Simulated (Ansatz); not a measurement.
# F₄H₃NSi (built from SMILES F[Si](F)(F)F.N): a reaction path by the nudged elastic band

What path joins these two structures, and how high does it climb? Both ends were relaxed at PBE0-D4 in triple zeta.

Method: PBE0-D4/def2-SVP; program: Ansatz 0.2.0, Gaussian basis.

22 further runs of the same task are left out: 22 set aside as unsound or not needed.

### Step 1. The system as given

The first end: 9 atoms, charge 0, spin multiplicity 1.

Atoms are counted from 1 here; the program's logs count them from 0.

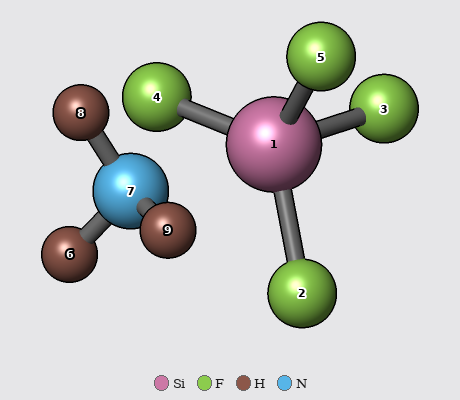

The starting geometry (silicon pink, fluorine green, hydrogen brown, nitrogen blue); atoms are numbered from 1 in the order of the file.

Geometry (Å):

```xyz
9
charge 0, multiplicity 1
Si   -0.82243    0.22422   -0.38213
F    -0.27553   -0.66877   -1.58868
F    -2.23104    0.60837   -1.03675
F    -1.39602   -0.51577    0.91235
F    -0.26163    1.71153   -0.22178
H     1.09609   -1.28119    0.56966
N     1.01056   -0.27554    0.46954
H     1.10460    0.14462    1.38784
H     1.77540    0.05253   -0.11015
```

The second end:

```xyz
9
charge 0, multiplicity 1
Si   -0.7389    0.8158    0.1244
F     0.5070   -2.4979   -0.8796
F    -1.1527    0.9513   -1.3810
F    -1.8109    0.0015    0.9267
F    -0.7035    2.2669    0.7318
H     0.5617   -1.6323   -0.5093
N     0.7458   -0.0158    0.2054
H     1.0858   -0.2478    1.1300
H     1.5057    0.3583   -0.3485
```

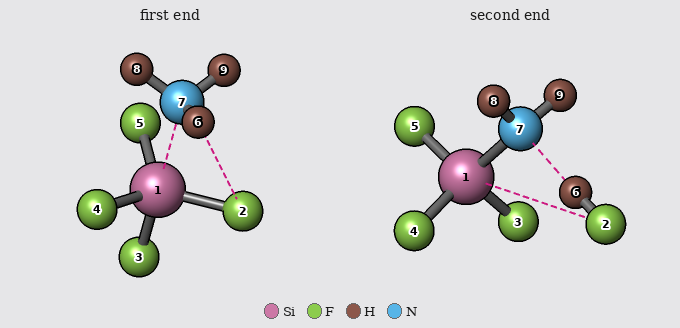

The two ends; dashed lines mark the contacts followed along the path.

### Step 2. The band at PBE0-D4/def2-SVP

The input, neb/in.yaml:

```yaml
crystal:
  periodic: [false, false, false]
  atoms:
    - {symbol: Si, position_ang: [-0.822433, 0.224221, -0.382129]}
    - {symbol: F, position_ang: [-0.275526, -0.668773, -1.588678]}
    - {symbol: F, position_ang: [-2.231039, 0.608371, -1.036748]}
    - {symbol: F, position_ang: [-1.396022, -0.515770, 0.912351]}
    - {symbol: F, position_ang: [-0.261631, 1.711534, -0.221781]}
    - {symbol: H, position_ang: [1.096088, -1.281188, 0.569664]}
    - {symbol: N, position_ang: [1.010556, -0.275543, 0.469538]}
    - {symbol: H, position_ang: [1.104602, 0.144623, 1.387838]}
    - {symbol: H, position_ang: [1.775404, 0.052527, -0.110154]}
basis:
  gaussian: {orbitals: def2-SVP}
hamiltonian: {xc: pbe0, dispersion: d4}
neb:
  images: 5
  climbing: true
  max_iterations: 40
  initial_path: idpp
  final_atoms:
    - {symbol: Si, position_ang: [-0.738944, 0.815832, 0.124405]}
    - {symbol: F, position_ang: [0.507038, -2.497852, -0.879567]}
    - {symbol: F, position_ang: [-1.152715, 0.951285, -1.381011]}
    - {symbol: F, position_ang: [-1.810897, 0.001533, 0.926672]}
    - {symbol: F, position_ang: [-0.703543, 2.266852, 0.731827]}
    - {symbol: H, position_ang: [0.561750, -1.632265, -0.509334]}
    - {symbol: N, position_ang: [0.745758, -0.015823, 0.205407]}
    - {symbol: H, position_ang: [1.085818, -0.247821, 1.129964]}
    - {symbol: H, position_ang: [1.505736, 0.358258, -0.348465]}
```

On the command line:

```bash
$ ansatz run in.yaml --threads 8 --pin off --events-out ev --progress --plain --max-ram 19148MiB
```

Standard output:

```text
Functional definition: PBE0
  name "PBE0"
  cite "Adamo & Barone, J. Chem. Phys. 110, 6158 (1999) doi:10.1063/1.478522"
  cite "Perdew, Burke & Ernzerhof, Phys. Rev. Lett. 77, 3865 (1996) doi:10.1103/PhysRevLett.77.3865"
  parent pbe
  parameter a = 0.25
  parameter kappa = 0.804
  parameter beta = 0.06672455060314922
  exchange = (1 - a)*pbe_x(kappa = kappa, mu = beta*pi^2/3) + a*exact_x
  correlation = pbe_c(beta = beta)
1037 factors; integrals over basis functions are off by at most 5.8e-4 eV
mean field evaluation 1: about -20256.8676 eV, gradient 6.5e1 eV
mean field evaluation 2: about -20253.5749 eV, gradient 7.9e1 eV
mean field evaluation 4: about -20263.5697 eV, gradient 1.3e0 eV
mean field evaluation 8: about -20263.5883 eV, gradient 2.6e-2 eV
mean field -20263.58831007 eV, -744.6731352417 hartree, gradient 6.6e-5 eV, S^2 0.000000; 0 other end points of the search recorded, 0 dependent functions left out
the calculation of the forces begins
reference -20263.58833093 eV, -744.6731360083 hartree; 30, 30 occupied and 73, 73 virtual orbitals, 1037 factors
[... from here to the last solve, the lines of the solves are left out (133 solves) ...]
WARN: NEB end point (image 0): max|allowed force component| = 7.867e-1 eV/Å (the criterion of neb.relax_end_points is 1.000e-2). That is over neb.f_tol: it is no minimum, so the barrier can be far off. Relax it first
WARN: NEB end point (image 6): max|allowed force component| = 1.004e0 eV/Å (the criterion of neb.relax_end_points is 1.000e-2). That is over neb.f_tol: it is no minimum, so the barrier can be far off. Relax it first
NEB iter   1: max|band force component| = 4.717e0 eV/Å  barrier→ = 4.3844 eV  barrier← = 3.2635 eV  Δτ_max = 0.2000 Å  (178 SCF iters)
NEB iter   2: max|band force component| = 2.751e0 eV/Å  barrier→ = 2.8354 eV  barrier← = 1.7146 eV  Δτ_max = 0.2000 Å  (141 SCF iters)
NEB iter   3: max|band force component| = 1.296e1 eV/Å  barrier→ = 2.2220 eV  barrier← = 1.1011 eV  Δτ_max = 0.1009 Å  (145 SCF iters)
NEB iter   4: max|band force component| = 3.167e0 eV/Å  barrier→ = 1.8534 eV  barrier← = 0.7325 eV  Δτ_max = 0.2000 Å  (137 SCF iters)
NEB iter   5: max|band force component| = 1.950e0 eV/Å  barrier→ = 1.6308 eV  barrier← = 0.5099 eV  Δτ_max = 0.1940 Å  (143 SCF iters)
NEB iter   6: max|band force component| = 1.909e0 eV/Å  barrier→ = 1.5903 eV  barrier← = 0.4694 eV  Δτ_max = 0.2000 Å  (139 SCF iters)
NEB iter   7: max|band force component| = 2.133e0 eV/Å  barrier→ = 1.3854 eV  barrier← = 0.2645 eV  Δτ_max = 0.0997 Å  (146 SCF iters)
NEB iter   8: max|band force component| = 9.719e-1 eV/Å  barrier→ = 1.3584 eV  barrier← = 0.2375 eV  Δτ_max = 0.2000 Å  (138 SCF iters)
NEB iter   9: max|band force component| = 1.993e0 eV/Å  barrier→ = 1.2765 eV  barrier← = 0.1556 eV  Δτ_max = 0.1013 Å  (140 SCF iters)
NEB iter  10: max|band force component| = 7.614e-1 eV/Å  barrier→ = 1.2199 eV  barrier← = 0.0991 eV  Δτ_max = 0.2000 Å  (136 SCF iters)
NEB iter  11: max|band force component| = 3.506e-1 eV/Å  barrier→ = 1.2336 eV  barrier← = 0.1127 eV  CI = image 4  Δτ_max = 0.1717 Å  (136 SCF iters)
NEB iter  12: max|band force component| = 1.228e0 eV/Å  barrier→ = 1.3876 eV  barrier← = 0.2667 eV  CI = image 4  Δτ_max = 0.0860 Å  (143 SCF iters)
NEB iter  13: max|band force component| = 8.828e-1 eV/Å  barrier→ = 1.4364 eV  barrier← = 0.3155 eV  CI = image 4  Δτ_max = 0.0674 Å  (137 SCF iters)
NEB iter  14: max|band force component| = 3.342e-1 eV/Å  barrier→ = 1.4118 eV  barrier← = 0.2909 eV  CI = image 4  Δτ_max = 0.0402 Å  (136 SCF iters)
NEB iter  15: max|band force component| = 2.155e-1 eV/Å  barrier→ = 1.3956 eV  barrier← = 0.2747 eV  CI = image 4  Δτ_max = 0.0451 Å  (140 SCF iters)
NEB iter  16: max|band force component| = 9.194e-2 eV/Å  barrier→ = 1.3887 eV  barrier← = 0.2678 eV  CI = image 4  Δτ_max = 0.0409 Å  (139 SCF iters)
NEB iter  17: max|band force component| = 7.574e-2 eV/Å  barrier→ = 1.3849 eV  barrier← = 0.2641 eV  CI = image 4  Δτ_max = 0.0441 Å  (136 SCF iters)
NEB iter  18: max|band force component| = 6.984e-2 eV/Å  barrier→ = 1.3823 eV  barrier← = 0.2615 eV  CI = image 4  Δτ_max = 0.0377 Å  (135 SCF iters)
1039 factors; integrals over basis functions are off by at most 1.1e-3 eV
mean field evaluation 1056: about -20262.2001 eV, gradient 4.0e-5 eV
mean field -20262.20010191 eV, -744.6221195326 hartree, gradient 2.8e-6 eV, S^2 0.000000; 0 other end points of the search recorded, 0 dependent functions left out
the calculation of the forces begins
reference -20262.20012222 eV, -744.6221202789 hartree; 30, 30 occupied and 73, 73 virtual orbitals, 1039 factors
NEB iter  19: max|band force component| = 4.378e-2 eV/Å  barrier→ = 1.3813 eV  barrier← = 0.2604 eV  CI = image 4  CI's point: of a kind that is not told: the force calls were inconclusive, a negative curvature could not be distinguished from the path's own, the only one lies far off the path, or fixed occupations may fill a level only in part  Δτ_max = 0.0000 Å  (946 SCF iters)
Total energy: -20262.34606923 eV, -744.6274837329 hartree
Atom 0 at    -0.693180     0.317183     0.107644 Å, force    -0.043052     0.015915    -0.008640 eV/Å
Atom 1 at    -0.506459    -1.570057    -0.589453 Å, force     0.012620    -0.008319     0.004707 eV/Å
Atom 2 at    -1.411170     0.608889    -1.292612 Å, force     0.003085     0.013370    -0.012050 eV/Å
Atom 3 at    -1.503481    -0.371599     1.303712 Å, force     0.016563    -0.005848     0.025333 eV/Å
Atom 4 at    -0.603313     1.828030     0.689707 Å, force    -0.004117    -0.000113    -0.010398 eV/Å
Atom 5 at     0.521171    -1.225944    -0.422644 Å, force    -0.001470     0.009740    -0.017227 eV/Å
Atom 6 at     1.066582    -0.072814    -0.003037 Å, force     0.000665    -0.024742     0.016398 eV/Å
Atom 7 at     1.563358    -0.018210     0.886138 Å, force     0.004858    -0.002015     0.001044 eV/Å
Atom 8 at     1.566491     0.504525    -0.679554 Å, force     0.010847     0.002012     0.000834 eV/Å
Dipole moment:     0.929999    -0.008876     0.011793 e Å
```

It took 95 s on 8 threads of Arm Neoverse V2, shared host.

The last band:

```tsv
image	path (Å)	energy (kcal/mol)	Si1–N7 (Å)	F2–H6 (Å)	Si1–F2 (Å)	H6–N7 (Å)
0	0.00	0.0	2.08	2.63	1.60	1.01
1	0.81	2.7	2.05	2.33	1.63	1.02
2	1.61	8.2	2.00	2.22	1.65	1.02
3	2.42	10.5	1.94	1.96	1.68	1.02
4	3.23	31.9	1.81	1.10	2.02	1.34
5	4.17	24.4	1.72	0.94	3.01	1.78
6	5.10	25.8	1.70	0.94	3.68	1.78
```

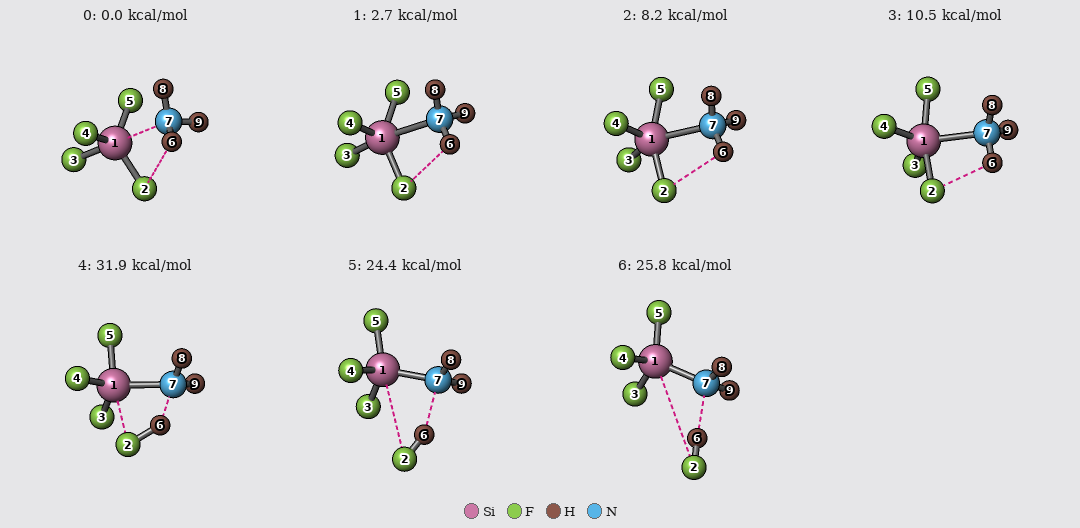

The images of the last band.

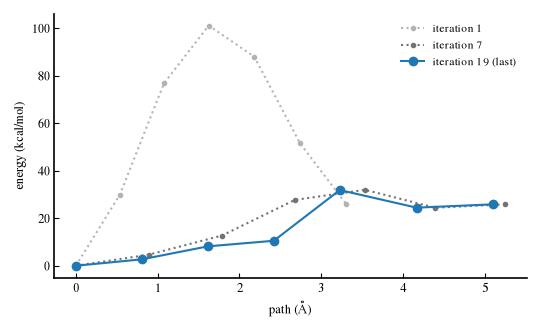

Energy along the path.

The highest image, 4:

```xyz
9
F4H3NSi
Si   -0.69318    0.31718    0.10764
F    -0.50646   -1.57006   -0.58945
F    -1.41117    0.60889   -1.29261
F    -1.50348   -0.37160    1.30371
F    -0.60331    1.82803    0.68971
H     0.52117   -1.22594   -0.42264
N     1.06658   -0.07281   -0.00304
H     1.56336   -0.01821    0.88614
H     1.56649    0.50453   -0.67955
```

### Step 3. Results

| quantity | value |
| --- | --- |
| PBE0-D4/def2-SVP, 19 iterations | highest 31.9 kcal/mol (image 4), last end +25.8 kcal/mol |
| from earlier runs: barrier over the separately found saddle, CCSD(T)/def2-TZVPP | 37.8 kcal/mol |

What this shows: The highest image lies 31.9 kcal/mol above the first end, and it climbed, so it estimates the saddle. The ends are not quite minima at this level (largest force component 1.00 eV/Å), so the heights are unreliable: relaxing the first end would lower it and raise the barrier above it. The highest image is 6.0 kcal/mol below the CCSD(T) barrier in triple zeta, which comes from separate runs on the saddle.
